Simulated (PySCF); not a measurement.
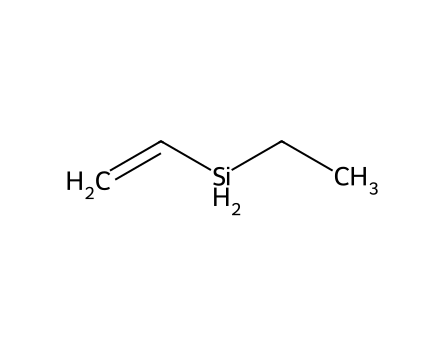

2D structure.

Question: Give its SMILES.

Answer: C=C[SiH2]CC

Question: Give the formula, hydrogens included.

Answer: C4H10Si.

More results for the same structure follow; atom numbers are the same in all pictures, views and colours differ. The geometry was computed by an optimisation with PBE0-D3(BJ)/def2-SVP. No frequency run is at hand to confirm it as a minimum.

### Charges

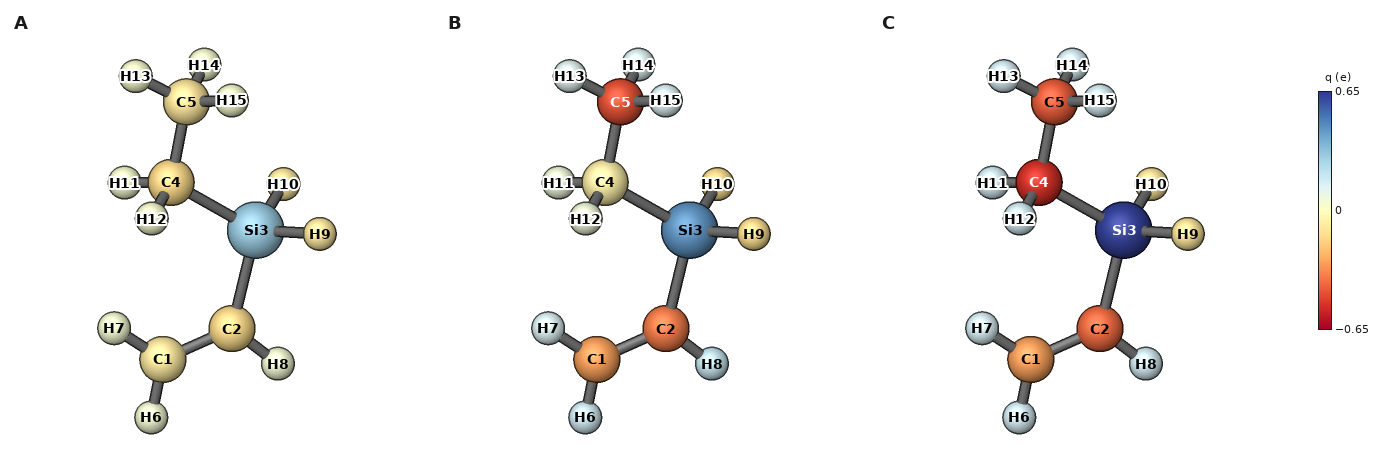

Atomic charges of one calculation by 3 schemes, on one colour scale. No frequency run is at hand to confirm it as a minimum. Computed with PBE0/6-31G (PySCF 2.14.0).

Question: The schemes are ESP-fitted, Hirshfeld, IAO. Which panel shows which?

Answer: A Hirshfeld, B ESP-fitted, C IAO.

List the charges (e), one line for each set of equivalent atoms. Atoms whose distances differ by more than 0.02 Å in this geometry are listed apart.

| atom | Hirshfeld | ESP-fitted | IAO |
| --- | --- | --- | --- |
| C1 | −0.08 | −0.28 | −0.28 |
| C2 | −0.14 | −0.36 | −0.39 |
| Si3 | 0.30 | 0.44 | 0.62 |
| C4 | −0.14 | −0.06 | −0.52 |
| C5 | −0.09 | −0.44 | −0.42 |
| H6 | 0.05 | 0.16 | 0.15 |
| H7 | 0.04 | 0.12 | 0.14 |
| H8 | 0.05 | 0.18 | 0.15 |
| H9 | −0.08 | −0.13 | −0.09 |
| H10 | −0.08 | −0.12 | −0.09 |
| H11 | 0.04 | 0.06 | 0.15 |
| H12 | 0.04 | 0.06 | 0.15 |
| H13 | 0.03 | 0.12 | 0.15 |
| H14 | 0.04 | 0.12 | 0.14 |
| H15 | 0.04 | 0.12 | 0.14 |

### Levels of theory compared

No frequency run is at hand to confirm it as a minimum. Program: PySCF 2.14.0.

At this fixed geometry, give HOMO energy (eV), HOMO–LUMO gap (eV) at these levels: B3LYP/pcSseg-1; BLYP/pcSseg-1; BP86/pcSseg-1; KT2/pcSseg-1; KT3/pcSseg-1; OPBE/pcSseg-1; PBE/pcSseg-1; PBE0/6-31G; PBE0/STO-3G; PBE0/pcSseg-1; WP04/pcSseg-1; mPW1PW91/pcSseg-1.

| level | HOMO energy (eV) | HOMO–LUMO gap (eV) |
| --- | --- | --- |
| B3LYP/pcSseg-1 | −7.60 | 7.09 |
| BLYP/pcSseg-1 | −6.53 | 5.37 |
| BP86/pcSseg-1 | −6.81 | 5.39 |
| KT2/pcSseg-1 | −6.70 | 5.41 |
| KT3/pcSseg-1 | −6.69 | 5.45 |
| OPBE/pcSseg-1 | −6.68 | 5.46 |
| PBE/pcSseg-1 | −6.71 | 5.39 |
| PBE0/6-31G | −7.60 | 7.78 |
| PBE0/STO-3G | −5.70 | 9.22 |
| PBE0/pcSseg-1 | −7.84 | 7.53 |
| WP04/pcSseg-1 | −8.83 | 6.50 |
| mPW1PW91/pcSseg-1 | −7.86 | 7.54 |

### Core levels

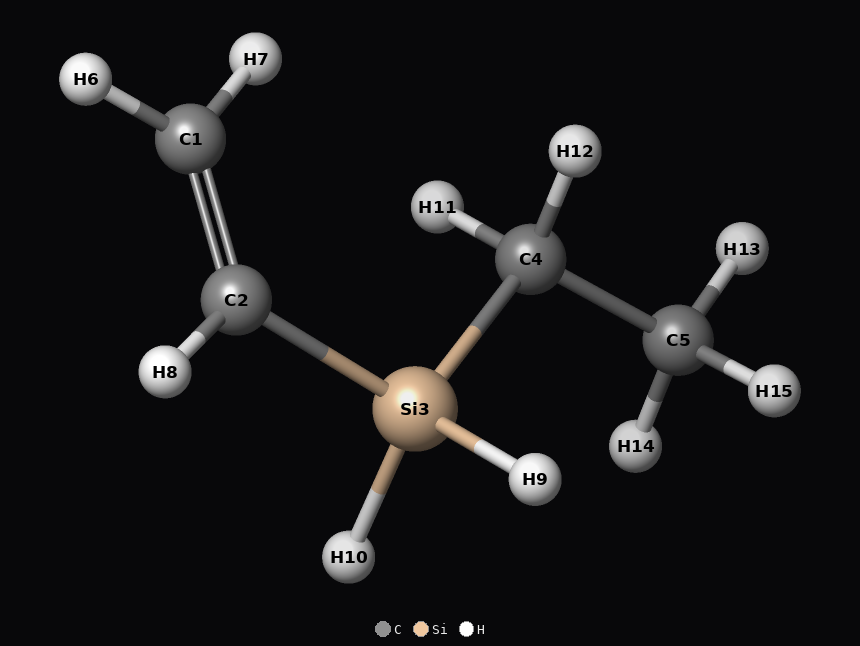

No frequency run is at hand to confirm it as a minimum. Method: delta-SCF UKS PBE0, pcX-2 on the ionised atom, pcseg-1 elsewhere, spin-free X2C (PySCF 2.14.0).

Give the core-electron binding energies (to vacuum; p and d levels without spin–orbit splitting) of C1 1s, C2 1s, Si3 1s, Si3 2p, C4 1s, C5 1s.

```tsv
atom	level	binding energy (eV)
C1	1s	290.0
C2	1s	289.6
Si3	1s	1843.8
Si3	2p	106.1
C4	1s	289.7
C5	1s	290.2
```
